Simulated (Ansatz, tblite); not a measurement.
**C₈H₂₀O₃Si: rung by rung**

How do method and basis change the picture of C₈H₂₀O₃Si (singlet)?

Program: Ansatz 0.2.0, Gaussian basis. Level of theory: as each input shows. These are calculated values, not measurements.

Plan: GFN1-xTB, GFN2-xTB, PBE-D4/def2-TZVP, r2SCAN-D4/def2-TZVP, revPBE-D4/def2-TZVP, B97M-V/def2-TZVP, PBE-D4/def2-SVP, PBE0-D4/def2-SVP, MP2/def2-SVP.

3 further runs of the same task are left out: 3 that didn't finish. Runs told in other sessions of the task aren't counted.

**1. The geometry**

The geometry is that of the singlet, from an earlier relaxation (PBE-D4/def2-SVP).

32 atoms, charge 0, spin multiplicity 1.

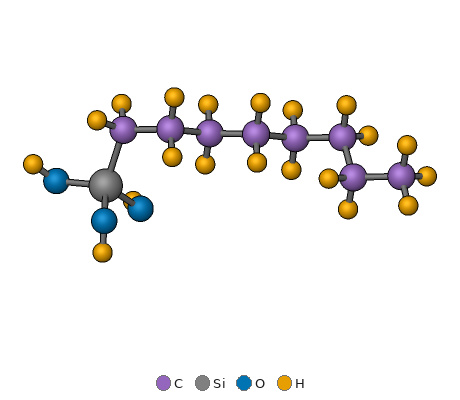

The structure; carbon purple, silicon grey, oxygen blue, hydrogen amber.

Coordinates:

```mol
C8H20O3Si
  3D, bonds by distance, orders not assigned

 32 31  0  0  0  0  0  0  0  0999 V2000
   -4.9370    0.6482   -1.2534 C   0  0
   -3.4211    0.4889   -1.1287 C   0  0
   -2.9924   -0.9291   -0.7317 C   0  0
   -1.4756   -1.1490   -0.6557 C   0  0
   -0.7605   -0.3529    0.4415 C   0  0
    0.7408   -0.6384    0.5231 C   0  0
    1.4570    0.1537    1.6227 C   0  0
    2.9758   -0.0968    1.6807 C   0  0
    3.9659    0.6113    0.2540 Si  0  0
    5.5828    0.1546    0.3556 O   0  0
    3.7157    2.2641    0.3292 O   0  0
    3.5108    0.1224   -1.2861 O   0  0
   -5.2214    1.6805   -1.5424 H   0  0
   -5.4469    0.4181   -0.2940 H   0  0
   -5.3545   -0.0401   -2.0187 H   0  0
   -2.9344    0.7569   -2.0937 H   0  0
   -3.0344    1.2208   -0.3862 H   0  0
   -3.4511   -1.1874    0.2508 H   0  0
   -3.4262   -1.6490   -1.4613 H   0  0
   -1.0178   -0.9023   -1.6410 H   0  0
   -1.2758   -2.2321   -0.4974 H   0  0
   -0.9095    0.7375    0.2779 H   0  0
   -1.2363   -0.5755    1.4245 H   0  0
    0.9000   -1.7279    0.6972 H   0  0
    1.2171   -0.4226   -0.4584 H   0  0
    1.2737    1.2406    1.4732 H   0  0
    0.9996   -0.0980    2.6056 H   0  0
    3.1885   -1.1870    1.7517 H   0  0
    3.4005    0.3521    2.6068 H   0  0
    5.9776    0.2549    1.2389 H   0  0
    3.9923    2.7396   -0.4738 H   0  0
    3.9969   -0.6556   -1.6109 H   0  0
  1  2  8  0
  1 13  8  0
  1 14  8  0
  1 15  8  0
  2  3  8  0
  2 16  8  0
  2 17  8  0
  3  4  8  0
  3 18  8  0
  3 19  8  0
  4  5  8  0
  4 20  8  0
  4 21  8  0
  5  6  8  0
  5 22  8  0
  5 23  8  0
  6  7  8  0
  6 24  8  0
  6 25  8  0
  7  8  8  0
  7 26  8  0
  7 27  8  0
  8  9  8  0
  8 28  8  0
  8 29  8  0
  9 10  8  0
  9 11  8  0
  9 12  8  0
 10 30  8  0
 11 31  8  0
 12 32  8  0
M  END
```

PBE0-D4/def2-TZVP was run before; its log isn't repeated, and its numbers join the tables.

**2. GFN1-xTB**

Tight binding, by tblite at 300 K electronic temperature and without a spin-polarisation term:

```python
tblite.interface.Calculator('GFN1-xTB', numbers, positions, charge=0, uhf=0).singlepoint()
```

Energy -1194.0672 eV, HOMO -11.52 eV, LUMO -3.91 eV; 0.02 s.

**3. GFN2-xTB**

Tight binding, by tblite at 300 K electronic temperature and without a spin-polarisation term:

```python
tblite.interface.Calculator('GFN2-xTB', numbers, positions, charge=0, uhf=0).singlepoint()
```

Energy -1126.5492 eV, HOMO -10.72 eV, LUMO -2.92 eV; 0.015 s.

**4. PBE-D4/def2-TZVP**

start.molden holds the orbitals of an earlier run on this state, given as this run's starting guess.

Input file in.yaml:

```yaml
crystal:
  periodic: [false, false, false]
  atoms:
    - {symbol: C, position_ang: [-4.937001, 0.648185, -1.253445]}
    - {symbol: C, position_ang: [-3.421105, 0.488864, -1.128676]}
    - {symbol: C, position_ang: [-2.992383, -0.929128, -0.731658]}
    - {symbol: C, position_ang: [-1.475628, -1.148983, -0.655737]}
    - {symbol: C, position_ang: [-0.760518, -0.352912, 0.441476]}
    - {symbol: C, position_ang: [0.740753, -0.638389, 0.523075]}
    - {symbol: C, position_ang: [1.457021, 0.153669, 1.622744]}
    - {symbol: C, position_ang: [2.975764, -0.096791, 1.680711]}
    - {symbol: Si, position_ang: [3.965859, 0.611329, 0.253994]}
    - {symbol: O, position_ang: [5.582840, 0.154573, 0.355625]}
    - {symbol: O, position_ang: [3.715735, 2.264059, 0.329182]}
    - {symbol: O, position_ang: [3.510835, 0.122411, -1.286074]}
    - {symbol: H, position_ang: [-5.221397, 1.680460, -1.542372]}
    - {symbol: H, position_ang: [-5.446884, 0.418105, -0.294039]}
    - {symbol: H, position_ang: [-5.354463, -0.040098, -2.018658]}
    - {symbol: H, position_ang: [-2.934402, 0.756934, -2.093712]}
    - {symbol: H, position_ang: [-3.034401, 1.220757, -0.386236]}
    - {symbol: H, position_ang: [-3.451126, -1.187415, 0.250753]}
    - {symbol: H, position_ang: [-3.426212, -1.649040, -1.461297]}
    - {symbol: H, position_ang: [-1.017844, -0.902348, -1.640984]}
    - {symbol: H, position_ang: [-1.275800, -2.232148, -0.497400]}
    - {symbol: H, position_ang: [-0.909460, 0.737453, 0.277904]}
    - {symbol: H, position_ang: [-1.236348, -0.575517, 1.424538]}
    - {symbol: H, position_ang: [0.899972, -1.727927, 0.697199]}
    - {symbol: H, position_ang: [1.217094, -0.422642, -0.458426]}
    - {symbol: H, position_ang: [1.273744, 1.240573, 1.473219]}
    - {symbol: H, position_ang: [0.999565, -0.097974, 2.605644]}
    - {symbol: H, position_ang: [3.188461, -1.187010, 1.751673]}
    - {symbol: H, position_ang: [3.400504, 0.352070, 2.606813]}
    - {symbol: H, position_ang: [5.977574, 0.254884, 1.238878]}
    - {symbol: H, position_ang: [3.992326, 2.739626, -0.473827]}
    - {symbol: H, position_ang: [3.996917, -0.655631, -1.610898]}
basis:
  gaussian: {orbitals: def2-TZVP, initial_orbitals: start.molden}
hamiltonian: {xc: pbe, dispersion: d4}
scf: {omitted_lower_state_checks: [starts]}
output: {orbitals: {seedname: orbitals}}
```

Run with:

```console
> ansatz run in.yaml --threads 4 --pin off --events-out ev --progress --plain --max-ram 6963MiB
```

The runs that follow: r2SCAN-D4/def2-TZVP; revPBE-D4/def2-TZVP; B97M-V/def2-TZVP; PBE-D4/def2-SVP; PBE0-D4/def2-SVP; MP2/def2-SVP.

Before running them: what should the planned runs give, taken together? Wanted: gap in def2-TZVP, named functionals, smallest and largest; correlation energy, MP2/def2-SVP; binding an atom, functionals in def2-TZVP; PBE0 total energy, smallest basis above largest.

As calculated:

```
                                                 quantity                                 value
gap in def2-TZVP, named functionals, smallest and largest   6.34 eV (PBE-D4), 8.63 eV (PBE0-D4)
                         correlation energy, MP2/def2-SVP                             -49.23 eV
                binding an atom, functionals in def2-TZVP  4.19 (revPBE-D4) to 4.28 eV (PBE-D4)
          PBE0 total energy, smallest basis above largest        19.66 eV (def2-SVP, def2-TZVP)
```

**Reading.** Over the named functionals in def2-TZVP the gap runs from 6.34 eV (PBE-D4) to 8.63 eV (PBE0-D4); exact exchange widens it.
